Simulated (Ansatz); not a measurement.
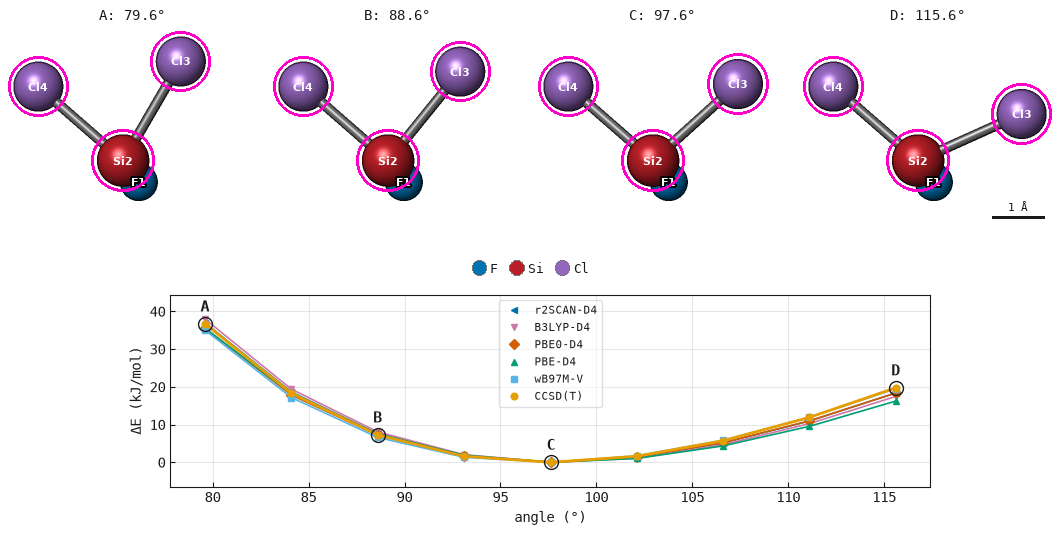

A scan of SiCl₂F (charge −1): the Cl3–Si2–Cl4 angle is varied, with the rest of the molecule carried along rigidly. The lettered frames are marked on the plot, at the values of CCSD(T). Style: ball-and-stick. Shown onto the plane of the angle. The ringed atoms are those of the scanned coordinate.

Computed with Ansatz: CCSD(T), wB97M-V, PBE-D4, PBE0-D4, B3LYP-D4, r2SCAN-D4, basis def2-TZVPPD, on geometries moved rigidly from the minimum at PBE0-D4/def2-TZVPD. Coupled cluster with a frozen core. Energies are counted from the PBE0-D4/def2-TZVPD minimum geometry at the same level.

Question: Read off the main features of the energy profile.

Answer: With CCSD(T): the lowest computed point lies at the angle 97.6° (0.0 kJ/mol). The curvature at the lowest point is about 5.5 eV/rad². At 79.6° the levels give wB97M-V 35.0 kJ/mol, PBE0-D4 35.5 kJ/mol, PBE-D4 35.5 kJ/mol, CCSD(T) 36.7 kJ/mol, r2SCAN-D4 36.9 kJ/mol, B3LYP-D4 38.0 kJ/mol. Closest to CCSD(T) there is r2SCAN-D4.

The computed points:

Energies in kJ/mol.

```
angle (°)  CCSD(T)  wB97M-V  PBE-D4  PBE0-D4  B3LYP-D4  r2SCAN-D4
     79.6     36.7     35.0    35.5     35.5      38.0       36.9
     84.1     18.3     17.2    18.2     17.8      19.4       18.6
     88.6      7.3      6.6     7.5      7.2       8.1        7.6
     93.1      1.6      1.3     1.9      1.6       2.0        1.8
     97.6      0.0      0.0     0.0      0.0       0.0        0.0
    102.1      1.6      1.7     1.0      1.4       1.1        1.3
    106.6      5.7      5.8     4.3      5.2       4.7        5.1
    111.1     11.9     11.9     9.5     11.0      10.2       10.9
    115.6     19.7     19.5    16.2     18.4      17.5       18.4
```
